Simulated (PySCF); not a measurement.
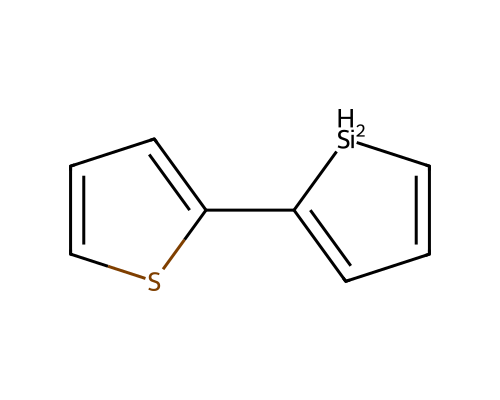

The drawing above gives the connectivity. Computed geometry: PBE0-D3(BJ)/def2-SVP optimisation. No frequency run is at hand to confirm it as a minimum.

What does the molecule look like in three dimensions?

The molecule is C8H8SSi. SMILES: `C1=C[SiH2]C(c2cccs2)=C1`. Independent rings (smallest set): 2 of 5 members, 1 of them aromatic. Among its groups: alkene, Si–H bond. Coordination, clear cases only: 8 C trigonal planar; 1 S bent.

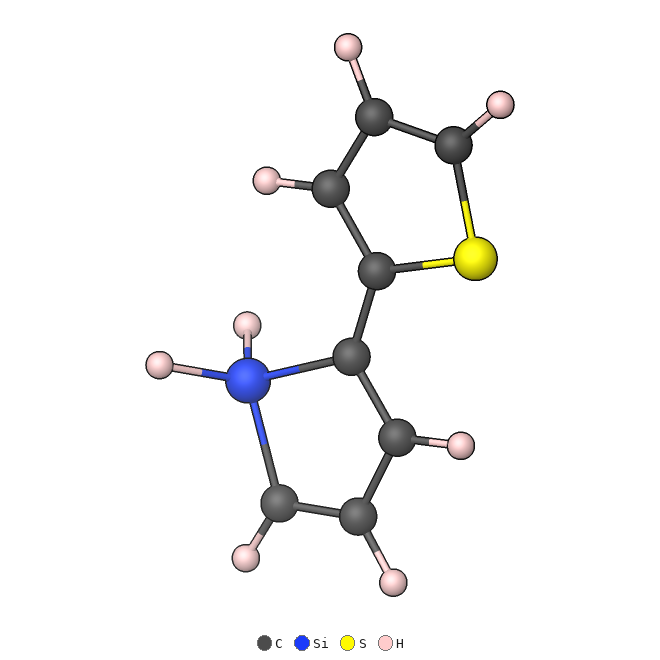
